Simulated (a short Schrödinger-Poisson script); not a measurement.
System: MOS inversion layer, SiO2 on p-type Si(100), at 400 K.

```tsv
layer	material	thickness (nm)	Na (cm⁻³)
1	SiO2	0.8	-
2	Si	1200	1.2e17
```

Constants are typed, rounded textbook-type inputs, not results; the design itself was drawn at random and stands for no fabricated device. SiO2: permittivity 3.9, conduction-band edge (eV) 3.15, gap (eV) 9, electron mass (mₑ) 0.5. Si: permittivity 11.7, conduction-band edge (eV) 0, gap (eV) 1.124, Nv at 300 K (cm⁻³) 3.1e19.

Channel valleys (confinement mass, in-plane density-of-states mass, number): Δ2 0.916, 0.19, 2; Δ4 0.19, 0.417, 4. At the gate the conduction-band edge of layer 1 lies 3.18 eV − eVg above the Fermi level of the channel; the field vanishes at the back. Gaps are held at their typed values at every temperature. Mesh 0.03 nm at interfaces.

From a short Schrödinger-Poisson script (our own, NumPy): 1D Poisson equation in equilibrium, electrons quantum, Hartree (BenDaniel-Duke, 12 states a valley, the channel's in-plane mass for all, wave functions free to enter the dielectric), parabolic valleys, classical holes, full ionisation, no traps, pinning or gate leakage.

Only gate voltages with over 1e8 electrons/cm² are shown.

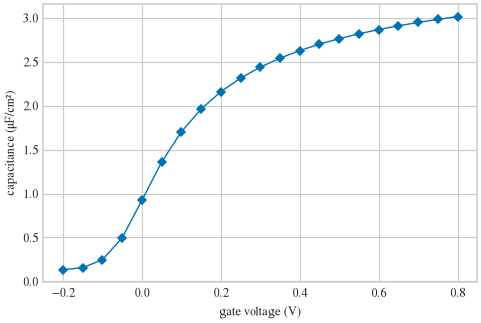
Fig. 1. Quasi-static capacitance against gate voltage

```csv
Vg (V),electrons (cm⁻²),C (μF/cm²),Δ2 E0 (meV),Δ2 E1 (meV),Δ4 E0 (meV),Δ4 E1 (meV)
-0.2,2.43e9,0.133,314.2,350.3,342.8,402.5
-0.1,3.40e10,0.246,221.3,259.5,251.5,314.7
0,3.08e11,0.922,142.0,184.4,175.3,243.1
0.1,1.12e12,1.70,91.9,142.2,131.1,205.5
0.2,2.33e12,2.16,60.6,120.1,106.6,187.7
0.3,3.76e12,2.44,38.2,106.9,90.7,178.0
0.4,5.34e12,2.63,20.7,98.0,79.3,172.1
0.5,7.03e12,2.76,6.1,91.6,70.3,168.0
0.6,8.78e12,2.87,-6.5,86.7,62.8,165.1
0.7,1.06e13,2.95,-17.9,82.7,56.3,162.9
0.8,1.25e13,3.01,-28.2,79.5,50.5,161.1
```

Subbands count from the Fermi level.
